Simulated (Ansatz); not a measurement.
```json
{"atom": "Ga", "x (Å)": "0.2689", "y (Å)": "-0.0661", "z (Å)": "0.4895"}
{"atom": "H", "x (Å)": "-0.1571", "y (Å)": "-0.4354", "z (Å)": "1.9805"}
{"atom": "C", "x (Å)": "2.2018", "y (Å)": "0.0652", "z (Å)": "0.0074"}
{"atom": "H", "x (Å)": "2.7051", "y (Å)": "-0.8986", "z (Å)": "0.1886"}
{"atom": "H", "x (Å)": "2.3566", "y (Å)": "0.3446", "z (Å)": "-1.0437"}
{"atom": "H", "x (Å)": "2.7107", "y (Å)": "0.8059", "z (Å)": "0.6456"}
{"atom": "H", "x (Å)": "-0.8759", "y (Å)": "0.1842", "z (Å)": "-0.5907"}
```

Level of theory: RKS revPBE/def2-mTZVP in Ansatz.

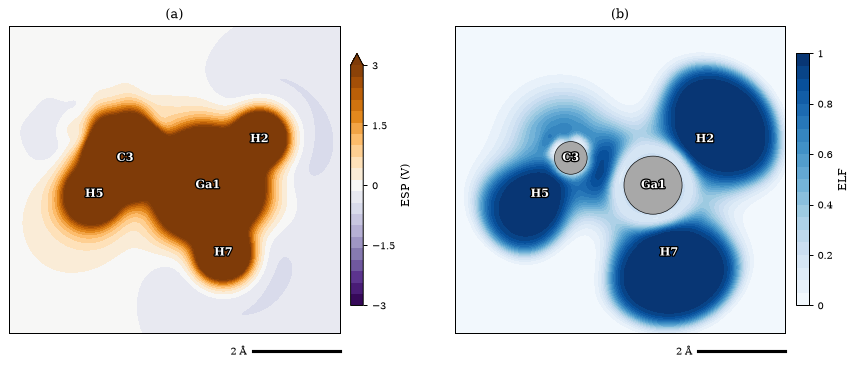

CH₅Ga. (a) molecular electrostatic potential; (b) ELF on the plane of atoms C3, Ga1 and H7. Grey discs cover the atomic cores in the ELF map.

Q: What do the fields say about this system?

A: The section cuts through Ga, H and C sites.
C–Ga (2.00 Å): the ELF peaks at about 0.90 in the valence shell of C, 0.7 Å from its nucleus, and is about 0.55 at the midpoint.
C–H (1.10 Å): the ELF climbs to about 1 towards the hydrogen, as it does in any bond to H; an ordinary covalent bond to hydrogen.
Ga–H (1.59 Å): the ELF climbs to about 1 towards the hydrogen.
Outside the dense part of the molecule the potential is most negative (−0.5 V) near H2.
